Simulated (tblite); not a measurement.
**Saddle-point search of C3H6F3GeO (charge −1)**

The run: saddle-point search of C3H6F3GeO, charge −1. Method and program: GFN2-xTB saddle search (eigenvector following) and harmonic vibrations, gas phase (tblite 0.8.0).

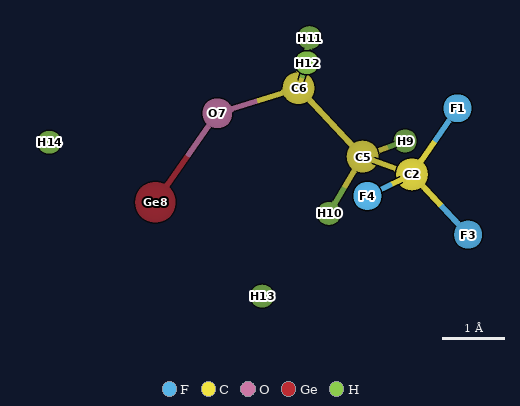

Figure 1. The starting structure (ball-and-stick view, seen at a tilt; atoms are numbered from 1 in the order of the input). Sticks mark near contacts.

Input file
```
{"job": {"xc": "GFN2-xTB", "basis": "xTB", "kind": "saddle"}, "charge": -1, "multiplicity": 1}
F     -2.540402    -0.746965     0.716275
C     -1.761541     0.309389     0.331950
F     -2.630565     1.168272    -0.237660
F     -1.364255     0.876143     1.475684
C     -0.649374    -0.096506    -0.582821
C      0.331805    -1.067140     0.099584
O      1.619140    -0.575769     0.247557
Ge     2.636905     0.869763    -0.117700
H     -1.089386    -0.525418    -1.482373
H     -0.091456     0.818234    -0.847778
H      0.384673    -1.998584    -0.486083
H     -0.052607    -1.331243     1.098184
H      0.958128     2.197459    -1.005340
H      4.248935     0.102365     0.790520
```

The first line tells a small driver script what to run in tblite; the rest is the geometry in Å.

Launch command:
```bash
OMP_NUM_THREADS=1 python <driver script> task.json out
```

Output
```
step      E/eV     max force
  0    -814.11325   0.0303
  1    -814.11708   0.0205
  2    -814.12237   0.0704
  3    -814.11901   0.0146
  4    -814.12222   0.0243
  5    -814.12597   0.0273
  6    -814.13041   0.0232
  7    -814.13714   0.0412
  8    -814.14436   0.0388
  9    -814.15429   0.0532
 10    -814.16439   0.0494
 11    -814.17596   0.0450
 12    -814.18627   0.0520
 13    -814.19603   0.0543
 14    -814.20511   0.0551
 15    -814.21328   0.0633
 16    -814.22110   0.0559
 17    -814.22665   0.0777
 18    -814.23067   0.0675
 19    -814.23260   0.1458
 20    -814.23204   0.0193
 21    -814.23339   0.0349
 22    -814.23407   0.0323
 23    -814.23420   0.0149
 24    -814.23422   0.0071
 25    -814.23423   0.0030
lowest wavenumbers (cm-1): -198.3 38.3 56.3 114.1 172.3 183.3
```

Trajectory as extended XYZ (Å, eV, eV/Å), 12 frames, from step=0 to step=25
```
14
Properties=species:S:1:pos:R:3:forces:R:3 step=0 energy=-814.11325
F    -2.5404   -0.7470    0.7163   -0.0040   0.0060   0.0080
C    -1.7615    0.3094    0.3320    0.0040  -0.0040  -0.0040
F    -2.6306    1.1683   -0.2377   -0.0020  -0.0030   0.0080
F    -1.3643    0.8761    1.4757   -0.0080  -0.0020  -0.0070
C    -0.6494   -0.0965   -0.5828    0.0120  -0.0080   0.0020
C     0.3318   -1.0671    0.0996    0.0300  -0.0010   0.0040
O     1.6191   -0.5758    0.2476    0.0180   0.0160  -0.0130
Ge    2.6369    0.8698   -0.1177    0.0050  -0.0070  -0.0150
H    -1.0894   -0.5254   -1.4824   -0.0170   0.0140   0.0030
H    -0.0915    0.8182   -0.8478    0.0030   0.0000   0.0050
H     0.3847   -1.9986   -0.4861   -0.0130  -0.0010  -0.0090
H    -0.0526   -1.3312    1.0982   -0.0070   0.0020  -0.0030
H     0.9581    2.1975   -1.0053   -0.0010  -0.0170   0.0000
H     4.2489    0.1024    0.7905   -0.0200   0.0040   0.0200
14
Properties=species:S:1:pos:R:3:forces:R:3 step=2 energy=-814.12237
F    -2.5017   -0.7069    0.8044    0.0250   0.0230   0.0020
C    -1.7232    0.3304    0.3683    0.0160  -0.0010   0.0070
F    -2.6061    1.1959   -0.1707    0.0180  -0.0020   0.0110
F    -1.2617    0.9064    1.4836   -0.0050  -0.0190  -0.0400
C    -0.6652   -0.1084   -0.5966   -0.0220  -0.0050   0.0020
C     0.3329   -1.0878    0.0476    0.0130  -0.0300   0.0110
O     1.5989   -0.5638    0.2619   -0.0620  -0.0320  -0.0050
Ge    2.6058    0.8939   -0.0682    0.0020  -0.0010   0.0100
H    -1.1641   -0.5415   -1.4644    0.0100   0.0120   0.0350
H    -0.1031    0.7906   -0.9053   -0.0140  -0.0160   0.0000
H     0.4267   -1.9770   -0.5992    0.0030   0.0570   0.0310
H    -0.0674   -1.4298    1.0189    0.0280   0.0090  -0.0640
H     0.9669    2.1350   -1.1383    0.0050  -0.0090  -0.0050
H     4.1612    0.1631    0.9580   -0.0180   0.0140   0.0040
14
Properties=species:S:1:pos:R:3:forces:R:3 step=4 energy=-814.12222
F    -2.5016   -0.7097    0.8013    0.0090   0.0100   0.0060
C    -1.7246    0.3289    0.3672    0.0070   0.0010   0.0040
F    -2.6078    1.1935   -0.1728    0.0080   0.0020   0.0070
F    -1.2664    0.9048    1.4829    0.0060  -0.0030  -0.0110
C    -0.6647   -0.1071   -0.5953   -0.0070  -0.0020   0.0000
C     0.3330   -1.0862    0.0492    0.0050  -0.0100   0.0000
O     1.5997   -0.5651    0.2596   -0.0210  -0.0080   0.0010
Ge    2.6081    0.8917   -0.0720   -0.0010  -0.0020   0.0040
H    -1.1607   -0.5393   -1.4641   -0.0020   0.0010   0.0110
H    -0.1035    0.7927   -0.9016   -0.0050  -0.0070  -0.0040
H     0.4239   -1.9759   -0.5946    0.0040   0.0170   0.0020
H    -0.0652   -1.4245    1.0209    0.0060  -0.0050  -0.0230
H     0.9685    2.1352   -1.1348    0.0010  -0.0050  -0.0060
H     4.1613    0.1609    0.9541   -0.0110   0.0100   0.0100
14
Properties=species:S:1:pos:R:3:forces:R:3 step=6 energy=-814.13041
F    -2.4793   -0.6785    0.8479    0.0090   0.0100   0.0090
C    -1.6978    0.3437    0.3841    0.0070   0.0020   0.0040
F    -2.5819    1.2174   -0.1400    0.0080   0.0030   0.0070
F    -1.1997    0.9217    1.4807    0.0110   0.0000  -0.0080
C    -0.6733   -0.1187   -0.6042   -0.0050  -0.0030  -0.0010
C     0.3310   -1.1012    0.0229    0.0030  -0.0080  -0.0030
O     1.5803   -0.5621    0.2837   -0.0160  -0.0060   0.0020
Ge    2.5880    0.8937   -0.0609   -0.0030  -0.0010   0.0040
H    -1.2015   -0.5583   -1.4498   -0.0050  -0.0010   0.0080
H    -0.1111    0.7701   -0.9386   -0.0040  -0.0070  -0.0060
H     0.4532   -1.9603   -0.6560    0.0050   0.0130  -0.0040
H    -0.0800   -1.4881    0.9709    0.0030  -0.0080  -0.0210
H     0.9635    2.1106   -1.1806    0.0000  -0.0050  -0.0080
H     4.1085    0.2099    1.0398   -0.0130   0.0120   0.0150
14
Properties=species:S:1:pos:R:3:forces:R:3 step=9 energy=-814.15429
F    -2.4172   -0.6117    0.9535    0.0310   0.0270   0.0050
C    -1.6341    0.3748    0.4188    0.0170   0.0000   0.0100
F    -2.5235    1.2641   -0.0706    0.0190  -0.0010   0.0130
F    -1.0491    0.9609    1.4666    0.0000  -0.0150  -0.0390
C    -0.6911   -0.1432   -0.6236   -0.0230  -0.0030   0.0040
C     0.3263   -1.1339   -0.0362    0.0100  -0.0240   0.0020
O     1.5394   -0.5676    0.3215   -0.0430  -0.0220  -0.0060
Ge    2.5405    0.8947   -0.0338    0.0020  -0.0090   0.0150
H    -1.2870   -0.5962   -1.4167    0.0050   0.0090   0.0290
H    -0.1298    0.7214   -1.0167   -0.0140  -0.0160  -0.0030
H     0.5055   -1.9269   -0.7814    0.0030   0.0380   0.0170
H    -0.1049   -1.6145    0.8603    0.0180   0.0030  -0.0500
H     0.9513    2.0584   -1.2702    0.0040  -0.0090  -0.0070
H     3.9737    0.3198    1.2286   -0.0300   0.0220   0.0100
14
Properties=species:S:1:pos:R:3:forces:R:3 step=11 energy=-814.17596
F    -2.3542   -0.5643    1.0375    0.0270   0.0220   0.0070
C    -1.5829    0.3963    0.4435    0.0140   0.0010   0.0100
F    -2.4818    1.2905   -0.0210    0.0150   0.0000   0.0120
F    -0.9360    0.9952    1.4452    0.0060  -0.0060  -0.0280
C    -0.7046   -0.1591   -0.6352   -0.0140  -0.0050   0.0030
C     0.3225   -1.1562   -0.0808    0.0100  -0.0200  -0.0010
O     1.5053   -0.5782    0.3502   -0.0350  -0.0210  -0.0090
Ge    2.5039    0.8894   -0.0109   -0.0020  -0.0050   0.0120
H    -1.3471   -0.6192   -1.3863   -0.0010   0.0040   0.0180
H    -0.1485    0.6878   -1.0696   -0.0100  -0.0110  -0.0050
H     0.5422   -1.8922   -0.8719    0.0010   0.0290   0.0130
H    -0.1200   -1.7052    0.7699    0.0160   0.0030  -0.0420
H     0.9485    2.0134   -1.3357    0.0020  -0.0080  -0.0060
H     3.8528    0.4019    1.3650   -0.0290   0.0190   0.0160
14
Properties=species:S:1:pos:R:3:forces:R:3 step=13 energy=-814.19603
F    -2.2813   -0.5198    1.1194    0.0430   0.0330  -0.0030
C    -1.5298    0.4161    0.4641    0.0160  -0.0020   0.0140
F    -2.4418    1.3105    0.0233    0.0200  -0.0050   0.0160
F    -0.8253    1.0325    1.4152   -0.0120  -0.0190  -0.0480
C    -0.7157   -0.1744   -0.6469   -0.0250  -0.0030   0.0110
C     0.3185   -1.1793   -0.1247    0.0010  -0.0180  -0.0030
O     1.4797   -0.5996    0.3572   -0.0190  -0.0120  -0.0080
Ge    2.4648    0.8864    0.0158    0.0020  -0.0080   0.0190
H    -1.4010   -0.6377   -1.3579    0.0080   0.0110   0.0270
H    -0.1660    0.6562   -1.1180   -0.0140  -0.0120  -0.0010
H     0.5626   -1.8692   -0.9493    0.0000   0.0210   0.0070
H    -0.1283   -1.7779    0.6895    0.0100   0.0010  -0.0340
H     0.9408    1.9769   -1.3833    0.0050  -0.0070  -0.0030
H     3.7228    0.4793    1.4956   -0.0340   0.0190   0.0060
14
Properties=species:S:1:pos:R:3:forces:R:3 step=15 energy=-814.21328
F    -2.1957   -0.4776    1.2011    0.0470   0.0400  -0.0140
C    -1.4751    0.4349    0.4824    0.0100  -0.0030   0.0180
F    -2.4049    1.3234    0.0648    0.0200  -0.0110   0.0200
F    -0.7187    1.0744    1.3767   -0.0250  -0.0220  -0.0530
C    -0.7259   -0.1879   -0.6565   -0.0230  -0.0050   0.0130
C     0.3146   -1.2017   -0.1679   -0.0040  -0.0110  -0.0050
O     1.4585   -0.6258    0.3562   -0.0030  -0.0050  -0.0030
Ge    2.4234    0.8859    0.0498   -0.0050  -0.0060   0.0070
H    -1.4511   -0.6516   -1.3265    0.0100   0.0120   0.0240
H    -0.1851    0.6271   -1.1622   -0.0110  -0.0080   0.0020
H     0.5764   -1.8480   -1.0217    0.0000   0.0140   0.0030
H    -0.1337   -1.8430    0.6119    0.0050   0.0000  -0.0230
H     0.9355    1.9400   -1.4268    0.0060  -0.0060   0.0010
H     3.5818    0.5499    1.6186   -0.0250   0.0110   0.0090
14
Properties=species:S:1:pos:R:3:forces:R:3 step=18 energy=-814.23067
F    -2.0179   -0.4155    1.3403    0.0410   0.0410  -0.0300
C    -1.3901    0.4638    0.5073    0.0000  -0.0020   0.0190
F    -2.3760    1.3127    0.1304    0.0260  -0.0190   0.0220
F    -0.5689    1.1726    1.2861   -0.0430  -0.0260  -0.0450
C    -0.7416   -0.2037   -0.6678   -0.0190  -0.0040   0.0140
C     0.3099   -1.2305   -0.2355    0.0010  -0.0090  -0.0020
O     1.4304   -0.6678    0.3484   -0.0040  -0.0030  -0.0060
Ge    2.3457    0.8969    0.1261   -0.0060  -0.0100   0.0060
H    -1.5230   -0.6662   -1.2722    0.0150   0.0120   0.0170
H    -0.2201    0.5889   -1.2248   -0.0080  -0.0040   0.0070
H     0.5939   -1.8074   -1.1313   -0.0030   0.0140   0.0150
H    -0.1379   -1.9339    0.4899    0.0080   0.0100  -0.0180
H     0.9404    1.8701   -1.4990    0.0090  -0.0050   0.0060
H     3.3552    0.6202    1.8020   -0.0150   0.0040  -0.0050
14
Properties=species:S:1:pos:R:3:forces:R:3 step=20 energy=-814.23204
F    -1.9845   -0.4040    1.3592    0.0060  -0.0060   0.0120
C    -1.3758    0.4686    0.5092    0.0010  -0.0090  -0.0120
F    -2.3709    1.3095    0.1409   -0.0100   0.0040  -0.0020
F    -0.5480    1.1899    1.2673    0.0060   0.0060  -0.0070
C    -0.7436   -0.2065   -0.6696   -0.0100   0.0050  -0.0010
C     0.3100   -1.2339   -0.2453   -0.0010   0.0080  -0.0010
O     1.4280   -0.6741    0.3446    0.0130   0.0110   0.0090
Ge    2.3231    0.9074    0.1486   -0.0110  -0.0090  -0.0100
H    -1.5331   -0.6699   -1.2621    0.0070   0.0070   0.0070
H    -0.2266    0.5825   -1.2355   -0.0040  -0.0030   0.0040
H     0.5961   -1.8016   -1.1451    0.0030  -0.0020  -0.0120
H    -0.1367   -1.9441    0.4728   -0.0060  -0.0090   0.0040
H     0.9396    1.8574   -1.5095    0.0050   0.0000  -0.0020
H     3.3222    0.6189    1.8246    0.0010  -0.0030   0.0120
14
Properties=species:S:1:pos:R:3:forces:R:3 step=22 energy=-814.23407
F    -1.9011   -0.3960    1.4176    0.0140   0.0220  -0.0190
C    -1.3616    0.4748    0.5219   -0.0060   0.0050   0.0140
F    -2.4038    1.2698    0.1731    0.0170  -0.0140   0.0120
F    -0.5325    1.2503    1.2255   -0.0220  -0.0130  -0.0140
C    -0.7512   -0.2003   -0.6680   -0.0020  -0.0030   0.0040
C     0.3079   -1.2310   -0.2647    0.0050  -0.0080   0.0010
O     1.4077   -0.6782    0.3657   -0.0120  -0.0080  -0.0080
Ge    2.3129    0.8973    0.1677   -0.0010  -0.0010   0.0030
H    -1.5503   -0.6618   -1.2485    0.0020   0.0020   0.0010
H    -0.2394    0.5860   -1.2418    0.0000   0.0000   0.0010
H     0.6137   -1.7603   -1.1823   -0.0030   0.0090   0.0160
H    -0.1409   -1.9734    0.4200    0.0080   0.0120  -0.0110
H     0.9811    1.8010   -1.5622    0.0020  -0.0040   0.0040
H     3.2576    0.6218    1.8761   -0.0030   0.0010  -0.0050
14
Properties=species:S:1:pos:R:3:forces:R:3 step=25 energy=-814.23423
F    -1.8746   -0.3933    1.4328    0.0010   0.0020  -0.0020
C    -1.3575    0.4766    0.5253    0.0000   0.0000   0.0010
F    -2.4135    1.2566    0.1841    0.0010  -0.0010   0.0010
F    -0.5304    1.2682    1.2124   -0.0020  -0.0010  -0.0010
C    -0.7534   -0.1982   -0.6679    0.0000   0.0000   0.0000
C     0.3071   -1.2296   -0.2703   -0.0010   0.0010   0.0000
O     1.4014   -0.6797    0.3710    0.0020   0.0010   0.0010
Ge    2.3102    0.8942    0.1732    0.0000   0.0000   0.0000
H    -1.5551   -0.6591   -1.2452    0.0000   0.0000   0.0000
H    -0.2429    0.5873   -1.2438    0.0000   0.0000   0.0000
H     0.6183   -1.7481   -1.1913    0.0000  -0.0010  -0.0020
H    -0.1421   -1.9797    0.4048   -0.0010  -0.0010   0.0010
H     0.9940    1.7824   -1.5746    0.0000   0.0000   0.0000
H     3.2385    0.6223    1.8893    0.0000   0.0000   0.0000
```

Results in brief

- outcome: converged
- total energy: −814.2342 eV
- point group: C1
- hardware: 1 CPU thread, shared host
- wall time: 4.1 s
- peak memory: 0.2 GiB
